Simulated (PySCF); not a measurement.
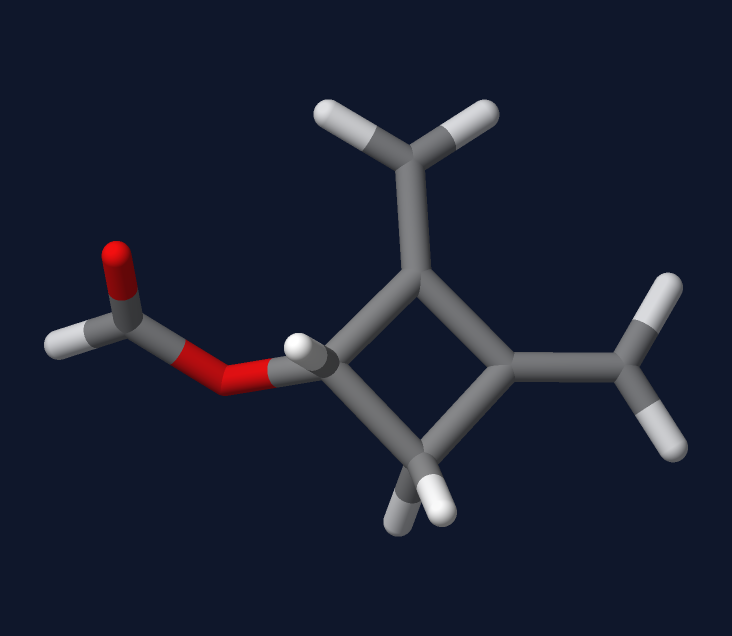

Rendered structure (stick style). Every bond is drawn as one stick, whatever its order. Colours: carbon grey, oxygen red, hydrogen white.

The geometry was computed by an optimisation with GFN2-xTB. No frequency run is at hand to confirm it as a minimum.

Describe the molecule.

The molecule is C7H8O2. Its SMILES string is `C=C1C[C@H](OC=O)C1=C`. Independent rings (smallest set): 1 of 4 members. Among its groups: ester, alkene. The point group is C1. Coordination, clear cases only: 3 C trigonal planar; 1 O bent.

The parts below concern this one geometry. Atoms keep their numbers from picture to picture.

## Geometry

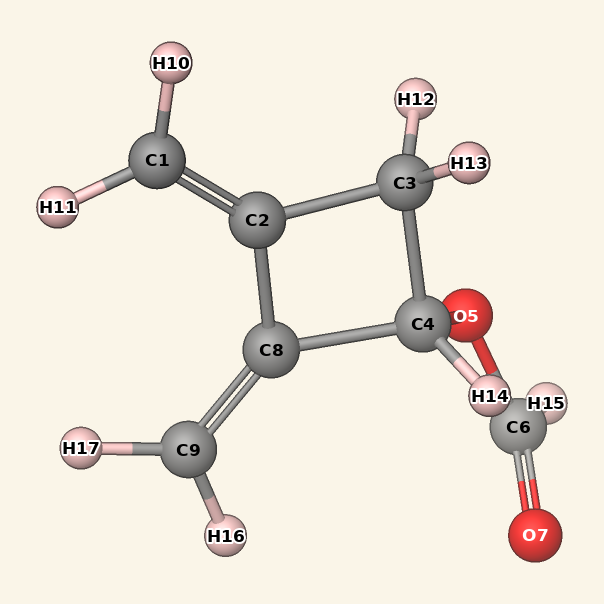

O5 lies behind C4. The molecule seen a little off the C4–O5 bond, C4 in front. Distant atoms are faded towards the background colour. No frequency run is at hand to confirm it as a minimum.

What is the torsion angle C3–C4–O5–C6? The sign is positive where the front bond must turn clockwise to cover the back bond.

163°, antiperiplanar (anti).

## Dipole moment

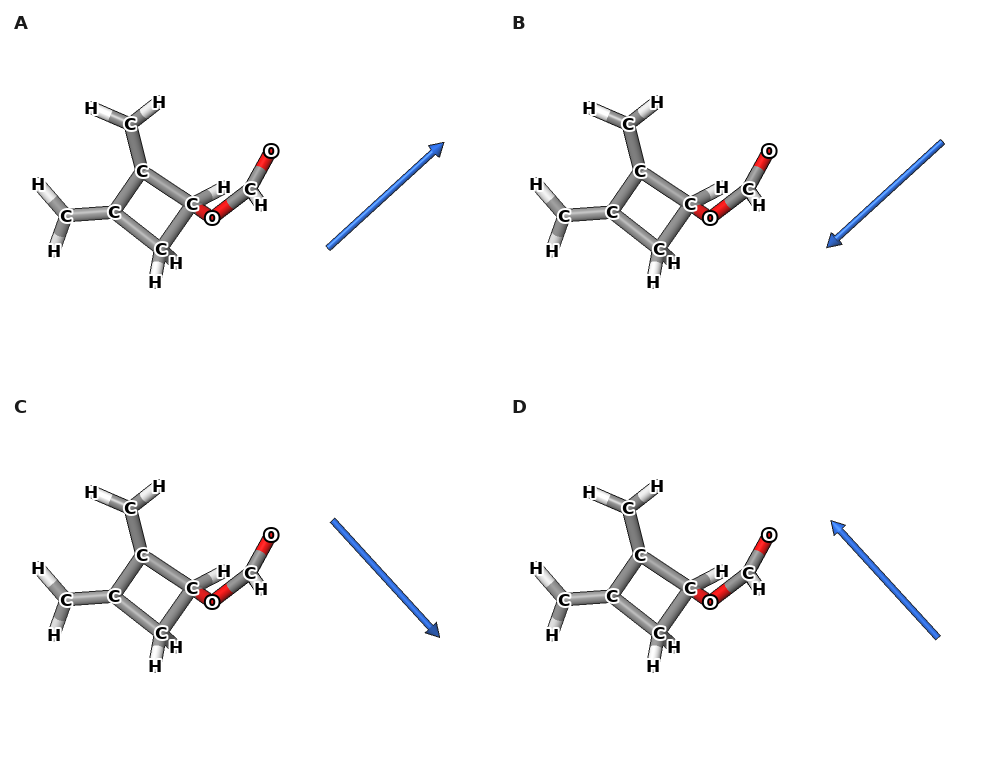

The same molecule four times, each with an arrow. No frequency run is at hand to confirm it as a minimum. Properties computed with PBE0/def2-SVPD, gas phase (PySCF 2.14.0).

Which arrow points along the dipole moment, from the negative to the positive end?

B. The dipole moment is 2.14 D.

## Excitation

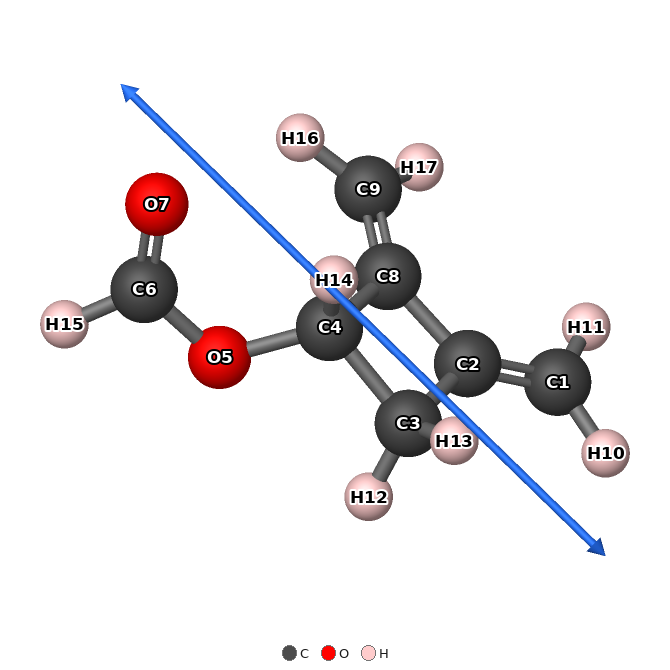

The double arrow shows the direction of the transition dipole to excited singlet state 1 (its length means nothing). No frequency run is at hand to confirm it as a minimum. Properties computed with TDDFT PBE0/def2-SVPD, vertical, gas phase, core orbitals frozen in the response (PySCF 2.14.0).

How is the transition polarised?

Nearly parallel to the C2–C8 bond.

Where does the transition lie, and how strong is it?

5.19 eV (239 nm), oscillator strength 0.27, mainly HOMO → LUMO (weight 0.97); transition dipole 3.71 D.

## Charges

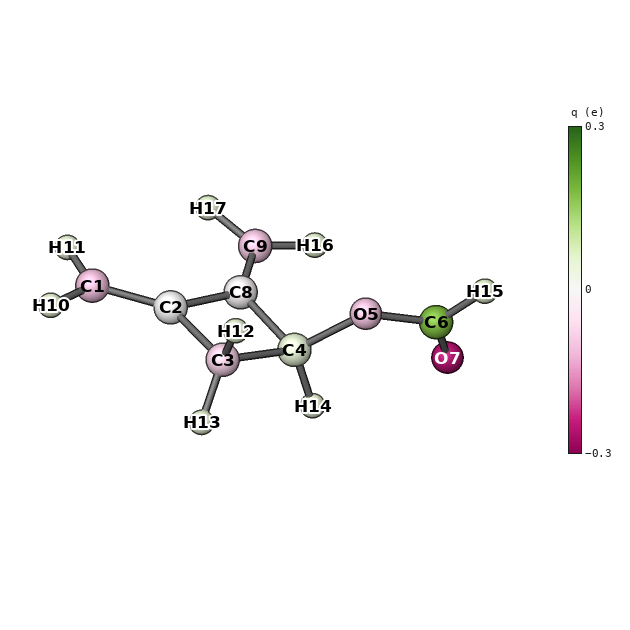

Atoms are coloured by their Hirshfeld charges. No frequency run is at hand to confirm it as a minimum. Method: PBE0/pcSseg-1, gas phase (PySCF 2.14.0).

Which atom carries the highest charge (most positive or least negative)?

C6 (0.18 e).

And the lowest?

O7 (−0.26 e).

Give the Hirshfeld charges atom by atom.

```json
{"atom": "C1", "value (e)": "−0.10"}
{"atom": "C2", "value (e)": "0.00"}
{"atom": "C3", "value (e)": "−0.08"}
{"atom": "C4", "value (e)": "0.05"}
{"atom": "O5", "value (e)": "−0.10"}
{"atom": "C6", "value (e)": "0.18"}
{"atom": "O7", "value (e)": "−0.26"}
{"atom": "C8", "value (e)": "−0.01"}
{"atom": "C9", "value (e)": "−0.09"}
{"atom": "H10", "value (e)": "0.05"}
{"atom": "H11", "value (e)": "0.05"}
{"atom": "H12", "value (e)": "0.05"}
{"atom": "H13", "value (e)": "0.05"}
{"atom": "H14", "value (e)": "0.04"}
{"atom": "H15", "value (e)": "0.06"}
{"atom": "H16", "value (e)": "0.05"}
{"atom": "H17", "value (e)": "0.05"}
```
